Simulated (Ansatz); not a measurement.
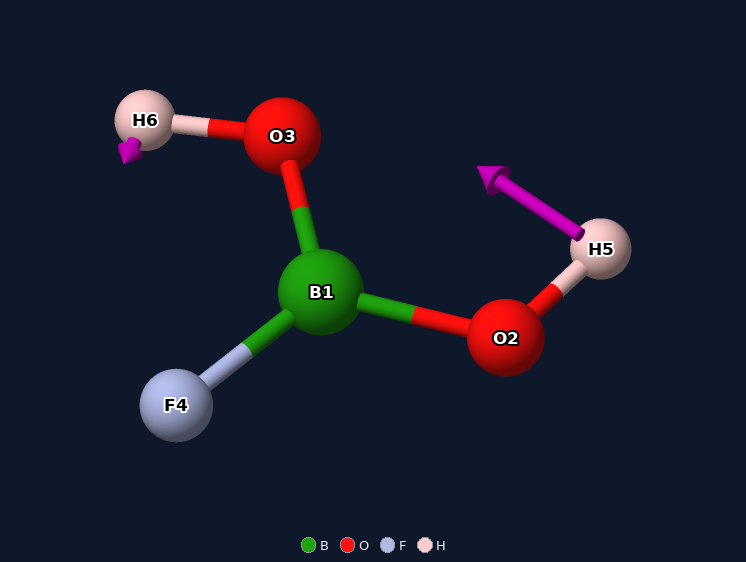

The arrows show one normal mode. Harmonic vibrations computed with RKS PBE0-D4/def2-TZVP (Ansatz 0.2.0) at a stationary point of the same level.

> What kind of motion is it?

Mostly B–O–H bending.

> Estimate its harmonic wavenumber.

1014 cm⁻¹; it is mode 8 of 12 counted from the lowest.
